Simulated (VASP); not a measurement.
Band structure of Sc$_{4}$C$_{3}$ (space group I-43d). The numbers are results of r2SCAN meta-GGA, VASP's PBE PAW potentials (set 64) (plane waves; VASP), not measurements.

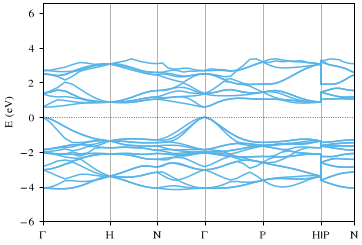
Figure: Bands along high-symmetry lines, zero at the valence-band maximum or, without a gap, the Fermi level

**Question.** Read the plot: is there a gap, and where are the band edges?

**Answer.** The gap is direct, 0.58 eV, from the valence maximum at Γ to the conduction minimum at Γ.

The structure comes from a computed database's Sc4C3 entry (I-43d); how it stands against other phases isn't given here. It was relaxed first.
